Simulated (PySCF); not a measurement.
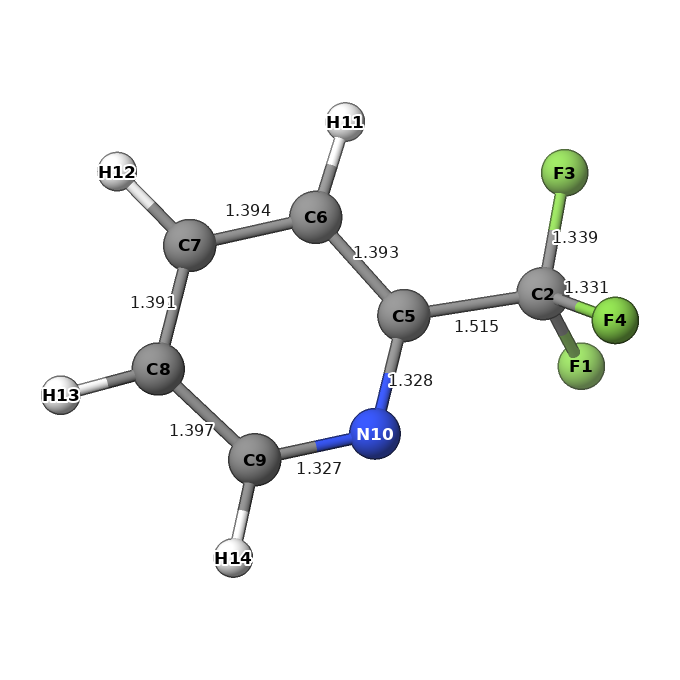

The numbers beside the sticks are distances in Å. Sticks don't show bond order. The geometry was computed by an optimisation with PBE0-D3(BJ)/def2-SVP. No frequency run is at hand to confirm it as a minimum.

Which of the marked bonds are single, double, triple or aromatic?

Answer. C2–F3 single; C2–F4 single; C2–C5 single; C5–C6 aromatic; C5–N10 aromatic; C6–C7 aromatic; C7–C8 aromatic; C8–C9 aromatic; C9–N10 aromatic.

Give the structure as SMILES.

Answer. FC(F)(F)c1ccccn1
